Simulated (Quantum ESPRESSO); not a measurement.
# Voltage at the next charge: Mo2CCl2 MXene, 1 layer against an electrode

How the rows were computed: Quantum ESPRESSO 7.5, PBE, GBRV ultrasoft; ESM with bc3, a metal electrode 5.14 Å above the top atoms; cell area 9.775 Å²; ions fixed. V is the potential energy of an electron at the electrode over the slab's Fermi level, divided by e, so that it equals the work function at zero charge; positive charge removes electrons.

```tsv
charge (e a cell)	V (V)
0	4.501
0.0119	5.475
0.0238	6.453
```

One more run was made and is withheld. What is V at a charge of 0.0475 e, and what capacitance do the rows imply?

**Worked estimate.** The last two rows give dV/dq = (6.453 − 5.475)/(0.0238 − 0.0119) = 82.2 V/e, so C = 1602/(9.775 × 82.2) = 1.99 µF/cm², an effective gap of 8.854/1.99 = 4.44 Å. At constant C, V = 6.453 + 82.2 × 0.0237 = 8.40 V.

What the calculation gave: V = 8.415 V; the estimate misses by −0.01 V, 0.7 % of the step. Over the three intervals C goes 2.00, 1.99 and 1.98 µF/cm².

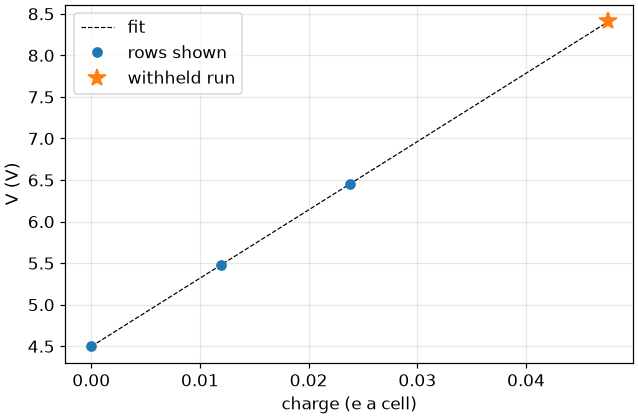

The rows shown, the fit and the withheld run.

**Limits.** Vacuum fills the gap; a dielectric or electrolyte would change C. The slab is thin.

[Logs are printed without paths, hosts, clocks, repeated set-up lines and the standing remarks that a program may print on its own settings, such as how far it seeks lower states.]
